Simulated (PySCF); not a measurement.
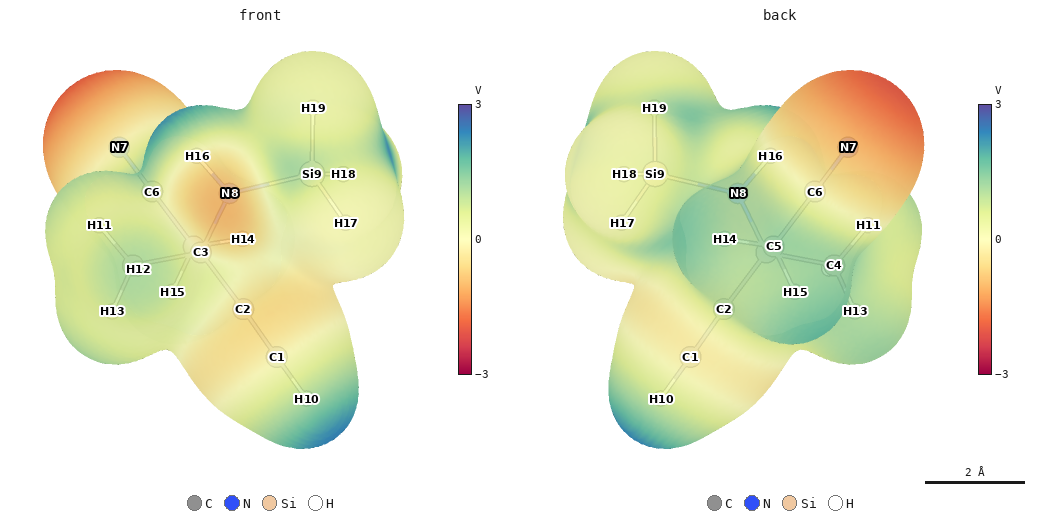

Figure. C₆H₁₀N₂Si (SMILES C#C[C@](C)(CC#N)N[SiH3]). The molecular electrostatic potential painted on the density surface at 0.004 e/bohr³, seen from the front and from behind; the colour scale runs from red (negative) to blue (positive).

Geometry: GFN2-xTB.

Method: PySCF 2.14.0, PBE0/pcSseg-1, SCF density, gas phase, non-relativistic.

```xyz
19

C    -1.3673   -1.8339   -1.5015
C    -0.9010   -1.0506   -0.7266
C    -0.3848   -0.0690    0.2182
C    -1.1391   -0.2157    1.5476
C    -0.6646    1.3421   -0.3944
C    -0.1873    2.3788    0.4764
N     0.2092    3.1770    1.1936
N     1.0275   -0.2739    0.4327
Si    2.1731   -0.7347   -0.7666
H    -1.7623   -2.5324   -2.1777
H    -0.8216    0.5581    2.2448
H    -0.9250   -1.1908    1.9794
H    -2.2124   -0.1305    1.3916
H    -0.1474    1.4177   -1.3545
H    -1.7377    1.4713   -0.5563
H     1.3571    0.2905    1.2020
H     1.8249   -2.0779   -1.2252
H     2.2036    0.1615   -1.9356
H     3.4453   -0.6785   -0.0552
```

### Which sites attract a positive test charge, and which a negative one?

A positive charge is drawn to the negative regions and a negative charge to the positive ones. The most negative region (about −2.0 V, or −46 kcal/mol for a unit charge) lies over N7, the most positive (about +2.4 V, or +55 kcal/mol for a unit charge) over H10. N7 is the likeliest acceptor of a hydrogen bond.

### How polar is the molecule by this calculation?

Its dipole moment is 3.23 D.
